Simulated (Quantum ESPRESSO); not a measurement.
Consider Sc3InB (Pm-3m).

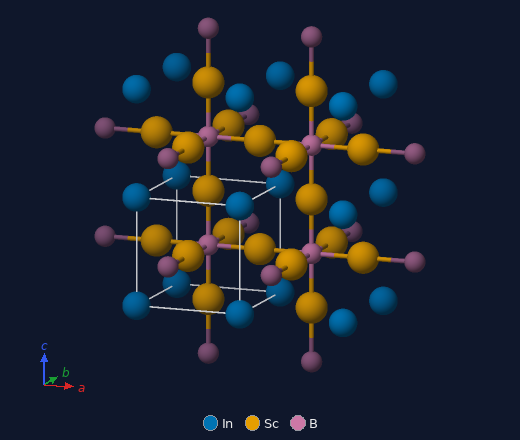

The structure (indium blue, scandium orange, boron pink). 2×1×2 cells are drawn. Some periodic images of atoms are drawn too.

```
CELL_PARAMETERS angstrom
4.56000 0.00000 0.00000
0.00000 4.56000 0.00000
0.00000 0.00000 4.56000
ATOMIC_POSITIONS crystal
In 0.00000 0.00000 0.00000
Sc 0.50000 0.50000 0.00000
Sc 0.50000 0.00000 0.50000
Sc 0.00000 0.50000 0.50000
B 0.50000 0.50000 0.50000
```

Absorber: atom 1, with 12 Sc at 3.22 Å (cuboctahedral, site symmetry m-3m). Method: Quantum ESPRESSO XSpectra, PBEsol, excited-electron core hole (neutral cell), 10-atom cell with 6.4 Å between holes, 5×5×5 k points, dipole transitions, Lorentzian half width 3.96 eV (not a setting of the program: the run's 0.4 eV curve was folded afterwards with a further Lorentzian).

Q: Predict the near-edge structure at the In K edge.

Main maxima up to 30 eV above the zero (height): 10.5 eV (1.21) and 25.8 eV (1.13). A K edge sees empty p states on the absorber. 

The In K spectrum (energy from the energy zero of the input (xe0, at the border of filled and empty states); intensity scaled to a mean of 1 over the first 20 eV; folded afterwards to Lorentzian half width 3.96 eV; the points at xe0, where the cut of filled states can leave a spike, are interpolated):

```tsv
E (eV)	intensity
-2.0	0.31
-0.5	0.40
1.0	0.54
2.5	0.71
4.0	0.90
5.5	1.06
7.0	1.15
8.5	1.19
10.0	1.21
11.5	1.20
13.0	1.16
14.5	1.08
16.0	1.00
17.5	0.95
19.0	0.95
20.5	0.98
22.0	1.04
23.5	1.09
25.0	1.12
26.5	1.13
28.0	1.10
29.5	1.06
31.0	1.02
```

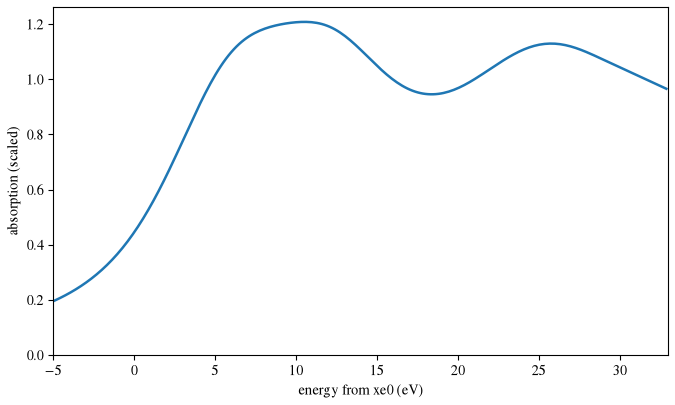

The In K edge.

The holes are only 6.4 Å apart, so the shape is probably not converged with cell size; no larger cell was run here. The structure is a published determination, not relaxed.

[Banner, clock and machine lines of the logs are left out without a mark of their own.]

[Logs are printed without paths, hosts, clocks, repeated set-up lines and the standing remarks that a program may print on its own settings, such as how far it seeks lower states.]

[Hosts, paths, dates, database ids (printed as entryN), source tags and the programs' standing remarks are cut or masked in the printed files.]

[Lists of maxima count a maximum above −3 eV only where it reaches 4 % of the highest in the window and stands out from its surroundings by 2 % of it (1.5 % where it reaches 55 %); shoulders and weaker maxima are passed over, and of the rest the first, up to two pre-edge ones and the few strongest are named.]
